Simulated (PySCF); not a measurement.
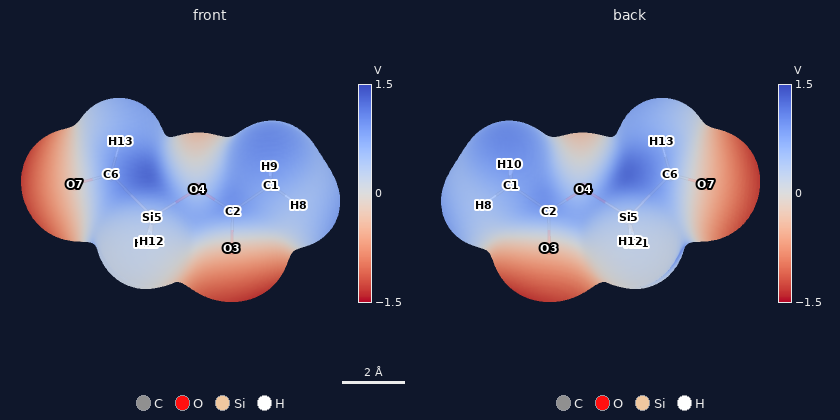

C3H6O3Si (SMILES CC(=O)O[SiH2]C=O). The electrostatic potential painted on the density surface at 0.001 e/bohr³, seen from the front and from behind; red is negative and blue positive.

Geometry: PBE0-D3(BJ)/def2-SVP.

Computed with PBE0/pcSseg-1, SCF density, gas phase, non-relativistic in PySCF 2.14.0.

```xyz
13

C     2.1193   -0.0844   -0.2746
C     0.8195   -0.8020   -0.0958
O     0.6854   -1.9220    0.3299
O    -0.2438   -0.0690   -0.4625
Si   -1.7758   -0.8288   -0.2980
C    -2.9888    0.5210   -0.9269
O    -4.1726    0.2882   -0.9556
H     2.9493   -0.7322    0.0271
H     2.1162    0.8363    0.3269
H     2.2322    0.2174   -1.3261
H    -2.0796   -1.1326    1.1236
H    -1.8836   -2.0227   -1.1746
H    -2.5942    1.5204   -1.2657
```

### Which sites attract a positive test charge, and which a negative one?

A positive charge is drawn to the negative regions and a negative charge to the positive ones. The most negative region (about −1.3 V, or −30 kcal/mol for a unit charge) lies over O3 and O7, the most positive (about +1.2 V, or +28 kcal/mol for a unit charge) over Si5.

### What dipole moment does the calculation give?

Its dipole moment is 3.24 D.
